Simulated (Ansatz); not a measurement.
# Si on Al(111): change of the work function, part 4 of 5

How does Si on the fcc site change the work function of Al(111) as the layer fills?

Ansatz 0.2.0; plane-wave DFT, PBEsol, Ansatz PAW (the session's first sound run).

So far, work function, upper face (eV): step 2 (the clean slab) 4.07; step 3 (65 atoms, coverage 0.0625 ML, cell 4x4) 4.31; step 4 (37 atoms, coverage 0.111 ML, cell 3x3) 4.50.

## (5) The covered slab, k-mesh 6×6×1, coverage 0.25 ML

System of this step: Si/Al(111). The cell holds 17 atoms: 16 Al and 1 Si. Cell: a = 5.728 Å, b = 5.728 Å, c = 26.690 Å, α = 90.0°, β = 90.0°, γ = 60.0°. Vacuum lies along c.

Another coverage, to see how the dipoles act on each other as their distance changes.

Input file input.yaml:

```yaml
crystal:
  lattice:
    - [5.7275649276, 0.0, 0.0]
    - [2.8637824638, 4.9602167292, 0.0]
    - [0.0, 0.0, 26.6895920757]
  atoms:
    - { symbol: Al, position: [0.0, 0.0, 0.3372100995] }
    - { symbol: Al, position: [0.1666666667, 0.1666666667, 0.4248198533] }
    - { symbol: Al, position: [0.3333333333, 0.3333333333, 0.5094791123] }
    - { symbol: Al, position: [0.0, 0.0, 0.5957618588] }
    - { symbol: Al, position: [0.0, 0.5, 0.3372100995] }
    - { symbol: Al, position: [0.1666666667, 0.6666666667, 0.4248198533] }
    - { symbol: Al, position: [0.3333333333, 0.8333333333, 0.5094791123] }
    - { symbol: Al, position: [0.0, 0.5, 0.5957618588] }
    - { symbol: Al, position: [0.5, 0.0, 0.3372100995] }
    - { symbol: Al, position: [0.6666666667, 0.1666666667, 0.4248198533] }
    - { symbol: Al, position: [0.8333333333, 0.3333333333, 0.5094791123] }
    - { symbol: Al, position: [0.5, 0.0, 0.5957618588] }
    - { symbol: Al, position: [0.5, 0.5, 0.3372100995] }
    - { symbol: Al, position: [0.6666666667, 0.6666666667, 0.4248198533] }
    - { symbol: Al, position: [0.8333333333, 0.8333333333, 0.5094791123] }
    - { symbol: Al, position: [0.5, 0.5, 0.5957618588] }
    - { symbol: Si, position: [0.1666666667, 0.1666666667, 0.6627899005] }
kpoints:
  mp_grid: { grid: [6, 6, 1] }
hamiltonian:
  xc: pbesol
scf:
  occupations: { method: fermi_dirac, width: 0.1 }
  convergence: { dr2_threshold: 1.0e-08 }
efield:
  axis: 3
  dipole_correction: true
  ramp_position: 0.97
  ramp_width: 0.06
relax:
  f_tol: 0.02
  max_steps: 60
  constraints: [{ sites: [0, 1, 4, 5, 8, 9, 12, 13] }]
output:
  bader: true
  dos: { projected: true, e_range: [-8, 4] }
  write_potential: true
  write_density: true
  volumetric_format: npy
  elf: true
```

Run with:

```console
ansatz run input.yaml --threads 4 --pin off --max-ram 6144MiB --backend cpu --events-out ev --progress --plain --runs-dir out
```

Numbers of over 12 decimals in the logs are rounded to 6 here.

Output:

```text
[...]
Crystal: 17 atoms, lattice volume = 758.250 Å³
Basis set: ecut = 420 eV, 14921 PW (Γ), exchange–correlation on 80×80×360 points (8 copies of the dense FFT grid, shifted against one another)
Bands: 43, of which v1, the nominal top of the filled ones, is band 26 counted from 1 (25 counted from 0)
Symmetry: 6 space group operations
[...]
2     Al     -0.0298     0.0000
     3     Al      0.4880     0.0014
     4     Al      0.0310     0.0000
     5     Al     -0.0469     0.0000
     6     Al     -0.0298     0.0000
     7     Al      0.4880     0.0014
[...]
13     Al     -0.0468     0.0000
    14     Al      0.0688     0.0000
    15     Al     -0.0065     0.0001
    16     Si     -1.3495     0.0039
  estimated error of the sums over rays = 3.5e-4 e
[key lines of the parts left out:]
SCF converged after 6 iterations
Free energy (F): -9010.182671 eV
Fermi energy:    0.206462 eV
Dipole field:    D = -0.030827 V/Å  (p = -0.129174 e·Å, saw-weighted, corrected)
Work function:   Φ+ = 4.7597 eV   Φ− = 3.9370 eV
```

Wall time 50 s (4 threads of Arm Neoverse V2, shared host); peak memory 1.2 GiB.

The steps of the relaxation:

```csv
step,energy less that of the first step (eV),largest force component (eV/Å)
1,0.0000,0.5553
2,-0.0538,0.0739
3,-0.0558,0.0165
```

Forces are held to the 6 operations that the run works with; a distortion that breaks them can't arise in this run.

The atoms that moved most (Å):

```csv
atom,dx,dy,dz,length
Al4,-0.055,-0.032,-0.017,0.065
Al8,0.000,0.063,-0.017,0.065
Al12,0.055,-0.032,-0.017,0.065
Si17,0.000,0.000,-0.054,0.054
Al16,0.000,0.000,-0.051,0.051
Al15,0.000,0.000,-0.025,0.025
Al11,-0.003,0.002,-0.021,0.021
Al3,0.003,0.002,-0.021,0.021
```

Final coordinates:

```
Al Si
1.0
     5.72756    0.00000    0.00000
     2.86378    4.96022    0.00000
     0.00000    0.00000   26.68959
Al Si
16 1
Direct
  0.00000 0.00000 0.33721
  0.16667 0.16667 0.42482
  0.33369 0.33369 0.50870
  0.99364 0.99364 0.59512
  0.00000 0.50000 0.33721
  0.16667 0.66667 0.42482
  0.33369 0.83262 0.50870
  0.99364 0.51272 0.59512
  0.50000 0.00000 0.33721
  0.66667 0.16667 0.42482
  0.83262 0.33369 0.50870
  0.51272 0.99364 0.59512
  0.50000 0.50000 0.33721
  0.66667 0.66667 0.42482
  0.83333 0.83333 0.50856
  0.50000 0.50000 0.59384
  0.16667 0.16667 0.66076
```

The relaxation took 3 steps and lowered the energy by 0.056 eV; the largest force on the free atoms ends at 0.017 eV/Å.

By hand: a sheet of dipoles makes a step −p/(ε₀A) in the electron's potential. With e/ε₀ = 180.95 V·Å, p = -0.1292 e·Å and A = 28.41 Å², that is −180.95 × (-0.1292) / 28.41 = +0.823 eV, and the two vacuum levels of the run differ by +0.823 eV.

The covered face has 4.76 eV, +0.69 eV against the clean one; the bare back face has moved by -0.12 eV, a measure of how thin the slab is.

## (6) Adsorbate added, k-mesh 6×6×1, coverage 0.5 ML

System of this step: Si/Al(111). The cell holds 18 atoms: 16 Al and 2 Si. Its edges and angles: a = 5.728 Å, b = 5.728 Å, c = 26.690 Å, α = 90.0°, β = 90.0°, γ = 60.0°. Vacuum lies along c.

Another coverage, to see how the dipoles act on each other as their distance changes.

Changes to input.yaml since step 5:

```diff
@@ -23,2 +23,3 @@
     - { symbol: Si, position: [0.1666666667, 0.1666666667, 0.6627899005] }
+    - { symbol: Si, position: [0.6666666667, 0.1666666667, 0.6627899005] }
 kpoints:
@@ -45,2 +46 @@
   volumetric_format: npy
-  elf: true
```

Output:

```text
[...]
Crystal: 18 atoms, lattice volume = 758.250 Å³
Basis set: ecut = 420 eV, 14921 PW (Γ), exchange–correlation on 80×80×360 points (8 copies of the dense FFT grid, shifted against one another)
Bands: 46, of which v1, the nominal top of the filled ones, is band 28 counted from 1 (27 counted from 0)
Symmetry: 4 space group operations
[...]
2     Al     -0.0488     0.0000
     3     Al      0.5857     0.0030
     4     Al      0.0224     0.0000
     5     Al     -0.0295     0.0000
     6     Al      0.0151     0.0000
     7     Al      0.4315     0.0011
[...]
14     Al      0.0151     0.0000
    15     Al      0.4315     0.0011
    16     Si     -0.9562     0.0040
    17     Si     -0.9562     0.0040
  estimated error of the sums over rays = 4.2e-4 e
[key lines of the parts left out:]
SCF converged after 6 iterations
Free energy (F): -9631.321244 eV
Fermi energy:    0.414042 eV
Dipole field:    D = -0.026780 V/Å  (p = -0.112218 e·Å, saw-weighted, corrected)
Work function:   Φ+ = 4.8140 eV   Φ− = 4.0992 eV
```

It took 78 s on 4 threads; peak memory 1.4 GiB.

Relaxation path:

```csv
step,energy less that of the first step (eV),largest force component (eV/Å)
1,0.0000,1.1277
2,-0.2031,0.3863
3,-0.2329,0.0550
4,-0.2337,0.0198
```

The run keeps the 4 symmetry operations that it works with, so distortions that break them were not tested.

The atoms that moved most (Å):

```csv
atom,dx,dy,dz,length
Si18,0.000,0.060,0.120,0.134
Si17,0.000,0.060,0.120,0.134
Al4,0.000,-0.080,-0.005,0.081
Al12,0.000,-0.080,-0.005,0.081
Al16,0.000,0.045,0.036,0.058
Al8,0.000,0.045,0.036,0.058
Al3,0.000,-0.005,0.046,0.046
Al11,0.000,-0.005,0.046,0.046
```

The relaxed structure:

```
Al Si
1.0
     5.72756    0.00000    0.00000
     2.86378    4.96022    0.00000
     0.00000    0.00000   26.68959
Al Si
16 2
Direct
  0.00000 0.00000 0.33721
  0.16667 0.16667 0.42482
  0.33385 0.33230 0.51119
  0.00810 0.98380 0.59557
  0.00000 0.50000 0.33721
  0.16667 0.66667 0.42482
  0.33416 0.83169 0.50895
  0.99545 0.50909 0.59711
  0.50000 0.00000 0.33721
  0.66667 0.16667 0.42482
  0.83385 0.33230 0.51119
  0.50810 0.98380 0.59557
  0.50000 0.50000 0.33721
  0.66667 0.66667 0.42482
  0.83416 0.83169 0.50895
  0.49545 0.50909 0.59711
  0.16057 0.17886 0.66729
  0.66057 0.17886 0.66729
```

The relaxation took 4 steps and lowered the energy by 0.23 eV; the largest force on the free atoms ends at 0.020 eV/Å.

The covered face has 4.81 eV, +0.75 eV against the clean one; the bare back face has moved by +0.04 eV, a measure of how thin the slab is.

## (7) The covered slab, k-mesh 12×12×1, coverage 1 ML

System of this step: Si/Al(111). The cell holds 5 atoms: 4 Al and 1 Si. Its edges and angles: a = 2.864 Å, b = 2.864 Å, c = 26.690 Å, α = 90.0°, β = 90.0°, γ = 60.0°. Vacuum lies along c.

Another coverage, to see how the dipoles act on each other as their distance changes.

input.yaml, the sections that differ from step 6:

```yaml
crystal:
  lattice:
    - [2.8637824638, 0.0, 0.0]
    - [1.4318912319, 2.4801083646, 0.0]
    - [0.0, 0.0, 26.6895920757]
  atoms:
    - { symbol: Al, position: [0.0, 0.0, 0.3372100995] }
    - { symbol: Al, position: [0.3333333333, 0.3333333333, 0.4248198533] }
    - { symbol: Al, position: [0.6666666667, 0.6666666667, 0.5094791123] }
    - { symbol: Al, position: [0.0, 0.0, 0.5957618588] }
    - { symbol: Si, position: [0.3333333333, 0.3333333333, 0.6627899005] }
kpoints:
  mp_grid: { grid: [12, 12, 1] }
relax:
  f_tol: 0.02
  max_steps: 60
  constraints: [{ sites: [0, 1] }]
output:
  bader: true
  write_potential: true
  write_density: true
  volumetric_format: npy
# hamiltonian, scf, efield: as in step 6
```

Output:

```text
[...]
Crystal: 5 atoms, lattice volume = 189.563 Å³
Basis set: ecut = 420 eV, 3713 PW (Γ), exchange–correlation on 40×40×360 points (8 copies of the dense FFT grid, shifted against one another)
Bands: 13, of which v1, the nominal top of the filled ones, is band 8 counted from 1 (7 counted from 0)
Symmetry: 6 space group operations
[...]
- { symbol: Al, position: [-1.61253957739577e-17, -1.4802973661453336e-17, 0.597679] }
    - { symbol: Si, position: [0.333333, 0.333333, 0.678712] }
--- Bader charges: 5 sites ---
  site symbol  charge [e]  shift [e]
     0     Al      0.0083     0.0000
     1     Al      0.0001     0.0000
     2     Al     -0.0162     0.0000
     3     Al      0.4800     0.0012
     4     Si     -0.4724     0.0012
  estimated error of the sums over rays = 2.4e-4 e
[key lines of the parts left out:]
SCF converged after 6 iterations
Free energy (F): -2718.497533 eV
Fermi energy:    1.040022 eV
Dipole field:    D = -0.017366 V/Å  (p = -0.018193 e·Å, saw-weighted, corrected)
Work function:   Φ+ = 4.6642 eV   Φ− = 4.2008 eV
```

Elapsed: 12 s, on 4 threads; peak memory 0.47 GiB; 46 s of CPU time.

The relaxation took 5 steps and lowered the energy by 0.31 eV; the largest force on the free atoms ends at 0.011 eV/Å.

The covered face has 4.66 eV, +0.60 eV against the clean one; the bare back face has moved by +0.15 eV, a measure of how thin the slab is.

## (8) Work function against coverage

This step: plane-wave DFT, PBEsol, Ansatz PAW; work function against coverage (Ansatz 0.2.0).

The runs are now put side by side.

This step gave:

- work function of the clean face: 4.065 eV
- largest change of the work function: 0.7486 eV

Work function of the covered face against coverage:

```csv
coverage (adsorbates/nm²),work function of the covered face (eV)
0.00,4.07
0.88,4.31
1.56,4.50
3.52,4.76
7.04,4.81
14.08,4.66
```

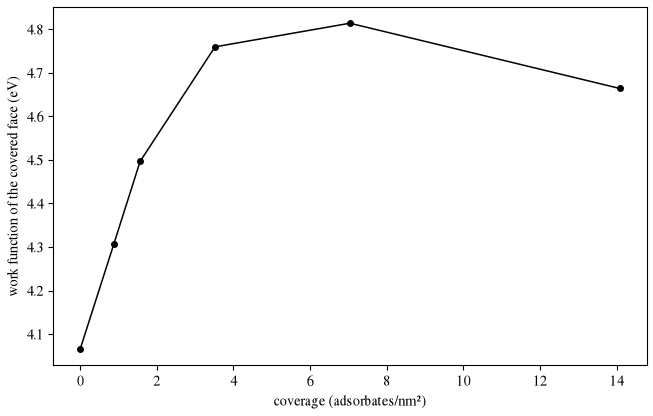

Work function of the covered face, plotted against coverage.

The dipole per adsorbate comes from the change of the cell's dipole. Coverage, by row:

```csv
coverage (1/nm²),coverage (ML),work function (eV),change (eV),"dipole per adsorbate, positive end outwards (debye)",mean height of the added atoms over the highest substrate atom (Å)
0.88,0.0625,4.307,0.2417,-0.787,1.704
1.564,0.1111,4.497,0.4311,-0.761,1.711
3.52,0.25,4.76,0.6943,-0.613,1.752
7.04,0.5,4.814,0.7486,-0.266,1.873
14.08,1,4.664,0.5988,-0.085,2.163
```

## (9) The 0.25 ML cell at another level of theory, functional PBE

This step: plane-wave DFT, PBE, Ansatz PAW (Ansatz 0.2.0).

System of this step: Si/Al(111). The cell holds 17 atoms: 16 Al and 1 Si. Cell: a = 5.728 Å, b = 5.728 Å, c = 26.690 Å, α = 90.0°, β = 90.0°, γ = 60.0°. Vacuum lies along c.

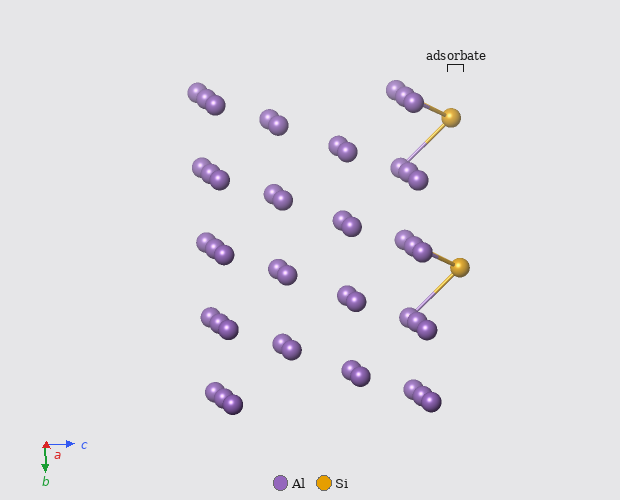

The cell of this step (aluminium purple, silicon orange). Bonds to atoms that aren't drawn are left out. 1×2×1 cells are drawn. Some periodic images of atoms are drawn too.

The geometry is kept and the functional is PBE.

Input file input.yaml:

```yaml
crystal:
  lattice:
    - [5.7275649276, 0.0, 0.0]
    - [2.8637824638, 4.9602167292, 0.0]
    - [0.0, 0.0, 26.6895920757]
  atoms:
    - { symbol: Al, position: [0.0, 0.0, 0.3372100995] }
    - { symbol: Al, position: [0.1666666667, 0.1666666667, 0.4248198533] }
    - { symbol: Al, position: [0.3336879436, 0.3336879436, 0.508699685] }
    - { symbol: Al, position: [-0.006360915, -0.006360915, 0.5951215958] }
    - { symbol: Al, position: [0.0, 0.5, 0.3372100995] }
    - { symbol: Al, position: [0.1666666667, 0.6666666667, 0.4248198533] }
    - { symbol: Al, position: [0.3336879436, 0.8326241127, 0.508699685] }
    - { symbol: Al, position: [-0.006360915, 0.51272183, 0.5951215958] }
    - { symbol: Al, position: [0.5, 0.0, 0.3372100995] }
    - { symbol: Al, position: [0.6666666667, 0.1666666667, 0.4248198533] }
    - { symbol: Al, position: [0.8326241127, 0.3336879436, 0.508699685] }
    - { symbol: Al, position: [0.51272183, -0.006360915, 0.5951215958] }
    - { symbol: Al, position: [0.5, 0.5, 0.3372100995] }
    - { symbol: Al, position: [0.6666666667, 0.6666666667, 0.4248198533] }
    - { symbol: Al, position: [0.8333333333, 0.8333333333, 0.5085585986] }
    - { symbol: Al, position: [0.5, 0.5, 0.5938362198] }
    - { symbol: Si, position: [0.1666666667, 0.1666666667, 0.6607563408] }
kpoints:
  mp_grid: { grid: [6, 6, 1] }
hamiltonian:
  xc: pbe
scf:
  occupations: { method: fermi_dirac, width: 0.1 }
  convergence: { dr2_threshold: 1.0e-08 }
efield:
  axis: 3
  dipole_correction: true
  ramp_position: 0.97
  ramp_width: 0.06
output:
  write_potential: true
  write_density: true
  volumetric_format: npy
```

Output:

```text
[...]
Crystal: 17 atoms, lattice volume = 758.250 Å³
Basis set: ecut = 420 eV, 14921 PW (Γ)
Bands: 43, of which v1, the nominal top of the filled ones, is band 26 counted from 1 (25 counted from 0)
Symmetry: 6 space group operations
[...]
k-points: 7 of 36 (time reversal used)
[...]
SCF iter   1: F=—  HF=-9232.316411 eV  |F-HF|=—  |Δ(HF+E_count)|=         —  Δρ=1.66e-3  dr2=3.98e-1  ethr=1.77e-3  p=-0.115 e·Å  D=-2.74e-2 V/Å  ΔV_dip=0.73 eV  dr2_dipole=1.87e-1  V_vac-E_F(+/−)=4.70/3.97 eV  ⟨swp⟩=12.1  Hψ=1931  notcnv=0  defer=3
[...]
SCF iter   8: F=-9232.304221 eV  HF=-9232.304221 eV  |F-HF|=3.01e-9  |Δ(HF+E_count)|=   2.50e-8  Δρ=3.55e-7  dr2=1.65e-9  ethr=1.92e-11  p=-0.135 e·Å  D=-3.22e-2 V/Å  ΔV_dip=0.86 eV  dr2_dipole=4.38e-11  V_vac-E_F(+/−)=4.74/3.88 eV  ⟨swp⟩=23.9  Hψ=1417  notcnv=0
SCF 1 converged in 8 iterations: F = -9232.304221 eV  dr2 = 1.65e-9
[...]
SCF converged after 8 iterations
Free energy (F): -9232.304221 eV
[...]
Internal energy: -9232.077492 eV  (E = F + TS)
E sigma→0 (E₀):  -9232.190857 eV
Entropy (-TS):   -0.226730 eV (-13.337 meV/atom)
Fermi energy:    0.253955 eV
Dipole field:    D = -0.032224 V/Å  (p = -0.135031 e·Å, saw-weighted, corrected)
Work function:   Φ+ = 4.7365 eV   Φ− = 3.8764 eV
[...]
--- Band table (eV; the first three rows and the last of 7) ---
  k-point 0: bands = [... 22 lower, -2.1285, -1.7576, -0.7440, -0.7440, -0.1122, 0.2206, 0.2993, 0.3161, ... 13 higher]
  k-point 1: bands = [... 22 lower, -1.4488, -1.1461, -0.8546, -0.6803, -0.2916, 0.3088, 0.4975, 0.6009, ... 13 higher]
  k-point 2: bands = [... 22 lower, -0.8034, -0.4273, -0.0225, 0.0471, 0.5348, 0.7265, 0.8264, 0.9479, ... 13 higher]
  k-point 6: bands = [... 22 lower, -0.6305, -0.5263, -0.0843, 0.5606, 0.9699, 1.5105, 1.7349, 1.8702, ... 13 higher]
```

It took 8.6 s on 4 threads; peak memory 1.1 GiB; 33 s of CPU time.

Reading the cycles: dr2 is the Hartree energy of the density residual (eV), the measure of convergence; HF is the Harris–Foulkes estimate of the energy, which meets the free energy F at convergence.

This step gave:

* energy at zero smearing: -9232.1909 eV
* work function, upper face: 4.736 eV
* work function, lower face: 3.876 eV
* dipole along the normal: -0.1350 e·Å
* step between the vacuum levels: 0.8601 eV

The work function comes to 4.74 eV, -0.02 eV from the first level.

## (10) The 0.25 ML cell at another level of theory, functional RPBE

This step: plane-wave DFT, RPBE, Ansatz PAW (Ansatz 0.2.0).

The geometry is kept and the functional is RPBE.

Changes to input.yaml since step 9:

```diff
@@ -26,3 +26,3 @@
 hamiltonian:
-  xc: pbe
+  xc: rpbe
 scf:
```

Output:

```text
[...]
Crystal: 17 atoms, lattice volume = 758.250 Å³
Basis set: ecut = 420 eV, 14921 PW (Γ)
Bands: 43, of which v1, the nominal top of the filled ones, is band 26 counted from 1 (25 counted from 0)
Symmetry: 6 space group operations
[...]
k-points: 7 of 36 (time reversal used)
[...]
SCF iter   1: F=—  HF=-9282.725709 eV  |F-HF|=—  |Δ(HF+E_count)|=         —  Δρ=1.96e-3  dr2=4.34e-1  ethr=1.77e-3  p=-0.115 e·Å  D=-2.74e-2 V/Å  ΔV_dip=0.73 eV  dr2_dipole=2.18e-1  V_vac-E_F(+/−)=4.60/3.87 eV  ⟨swp⟩=14.0  Hψ=1980  notcnv=0  defer=3
[...]
SCF iter   8: F=-9282.709891 eV  HF=-9282.709891 eV  |F-HF|=3.31e-9  |Δ(HF+E_count)|=   3.49e-8  Δρ=4.42e-7  dr2=3.03e-9  ethr=1.92e-11  p=-0.140 e·Å  D=-3.33e-2 V/Å  ΔV_dip=0.89 eV  dr2_dipole=2.19e-11  V_vac-E_F(+/−)=4.69/3.80 eV  ⟨swp⟩=21.3  Hψ=1416  notcnv=0
SCF 1 converged in 8 iterations: F = -9282.709891 eV  dr2 = 3.03e-9
[...]
SCF converged after 8 iterations
Free energy (F): -9282.709891 eV
[...]
Internal energy: -9282.483679 eV  (E = F + TS)
E sigma→0 (E₀):  -9282.596785 eV
Entropy (-TS):   -0.226212 eV (-13.307 meV/atom)
Fermi energy:    0.330047 eV
Dipole field:    D = -0.033301 V/Å  (p = -0.139543 e·Å, saw-weighted, corrected)
Work function:   Φ+ = 4.6898 eV   Φ− = 3.8010 eV
[...]
--- Band table (eV; the first three rows and the last of 7) ---
  k-point 0: bands = [... 22 lower, -2.0423, -1.6691, -0.6662, -0.6662, -0.0227, 0.3100, 0.3772, 0.4030, ... 13 higher]
  k-point 1: bands = [... 22 lower, -1.3751, -1.0636, -0.7708, -0.5916, -0.2077, 0.3858, 0.5687, 0.6786, ... 13 higher]
  k-point 2: bands = [... 22 lower, -0.7218, -0.3519, 0.0537, 0.1228, 0.6105, 0.7971, 0.9046, 1.0219, ... 13 higher]
  k-point 6: bands = [... 22 lower, -0.5661, -0.4611, 0.0051, 0.6329, 1.0702, 1.5816, 1.8221, 1.9500, ... 13 higher]
```

Elapsed: 8.8 s, on 4 threads; peak memory 1.1 GiB.

Numbers from this step:

```yaml
energy_at_zero_smearing: -9282.5968 eV
work_function_upper_face: 4.690 eV
work_function_lower_face: 3.801 eV
dipole_along_the_normal: -0.1395 e·Å
step_between_the_vacuum_levels: 0.8888 eV
```

The work function comes to 4.69 eV, -0.07 eV from the first level.

## (11) The 0.25 ML cell at another level of theory, functional LDA

This step: plane-wave DFT, LDA, Ansatz PAW (Ansatz 0.2.0).

The geometry is kept and the functional is LDA.

Changes to input.yaml since step 10:

```diff
@@ -26,3 +26,3 @@
 hamiltonian:
-  xc: rpbe
+  xc: lda
 scf:
```

Output:

```text
[...]
Crystal: 17 atoms, lattice volume = 758.250 Å³
Basis set: ecut = 420 eV, 14921 PW (Γ)
Bands: 43, of which v1, the nominal top of the filled ones, is band 26 counted from 1 (25 counted from 0)
Symmetry: 6 space group operations
[...]
k-points: 7 of 36 (time reversal used)
[...]
k-point 1: bands = [... 22 lower, -1.6127, -1.3222, -1.0329, -0.8656, -0.4707, 0.1360, 0.3310, 0.4275, ... 13 higher]
  k-point 2: bands = [... 22 lower, -0.9776, -0.5961, -0.1930, -0.1226, 0.3632, 0.5622, 0.6502, 0.7773, ... 13 higher]
  k-point 6: bands = [... 22 lower, -0.7842, -0.6813, -0.2714, 0.3926, 0.7662, 1.3409, 1.5433, 1.6878, ... 13 higher]
[key lines of the parts left out:]
SCF converged after 8 iterations
Free energy (F): -8810.491747 eV
Fermi energy:    0.082493 eV
Dipole field:    D = -0.031098 V/Å  (p = -0.130313 e·Å, saw-weighted, corrected)
Work function:   Φ+ = 4.8764 eV   Φ− = 4.0464 eV
```

Elapsed: 8.5 s, on 4 threads; peak memory 1.1 GiB.

The work function comes to 4.88 eV, +0.12 eV from the first level.

(Continued in part 5 of 5.)

[Logs are printed without paths, hosts, clocks, repeated set-up lines and the standing remarks that a program may print on its own settings, such as how far it seeks lower states.]

[Hosts, paths, dates, database ids (printed as entryN), source tags and the programs' standing remarks are cut or masked in the printed files.]

[Maps of the electrostatic potential energy from Ansatz leave out the sawtooth potential of an applied field or a dipole correction, so their vacuum need not be flat; planar profiles and work functions include it.]
